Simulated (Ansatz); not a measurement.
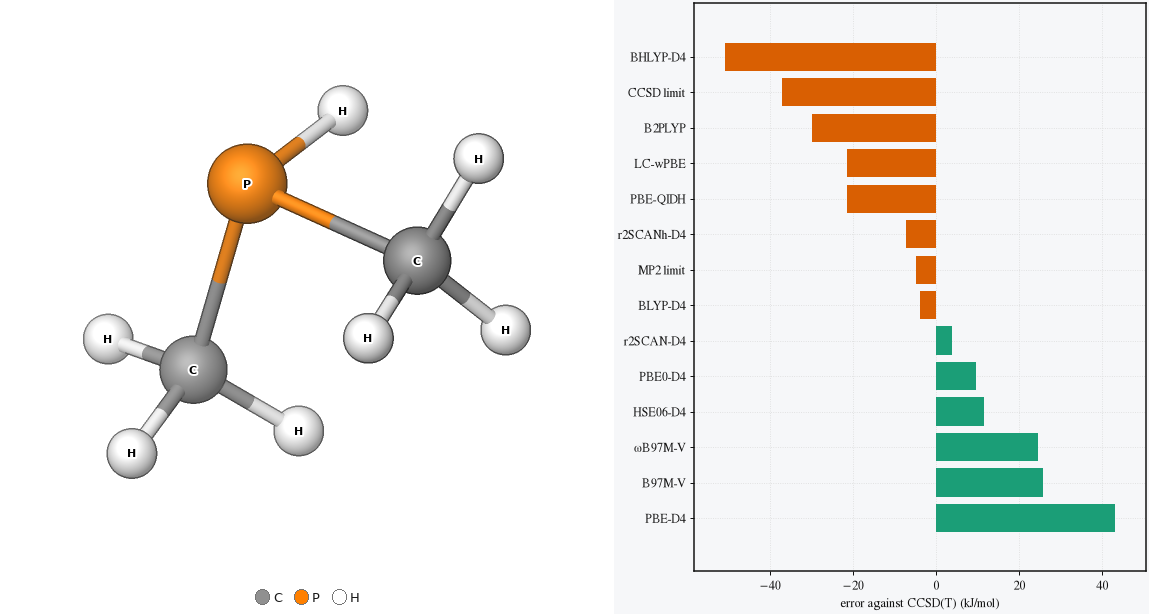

Error in the electronic atomisation energy (method less reference, so positive means overbinding) of C₂H₇P, SMILES CPC: functionals in def2-TZVPP against frozen-core CCSD(T) at the limit (MP2 extrapolated from triple and quadruple zeta, plus CCSD(T) less MP2 in a smaller set), which gives 3503.6 kJ/mol, at a PBE0-D4/def2-TZVP geometry (a minimum by its frequencies), no zero-point or spin-orbit term, the Ansatz code 0.2.0. The reference leaves out core correlation, a term that grows with the number of heavy atoms. B2PLYP and PBE-QIDH hold a correlation term that converges slowly with the basis, so part of the distance to the limit is basis error. No dispersion term is added to B2PLYP, LC-wPBE and PBE-QIDH. Limit means the basis limit.

### What range do the values span?

From −50.7 kJ/mol (BHLYP-D4) to 43.0 kJ/mol (PBE-D4).

### Give the values.

```
     level  kJ/mol
  BHLYP-D4   −50.7
CCSD limit   −37.1
    B2PLYP   −29.9
   LC-wPBE   −21.5
  PBE-QIDH   −21.4
r2SCANh-D4    −7.2
 MP2 limit    −4.9
   BLYP-D4    −3.9
 r2SCAN-D4     3.8
   PBE0-D4     9.6
  HSE06-D4    11.6
   ωB97M-V    24.5
    B97M-V    25.8
    PBE-D4    43.0
```
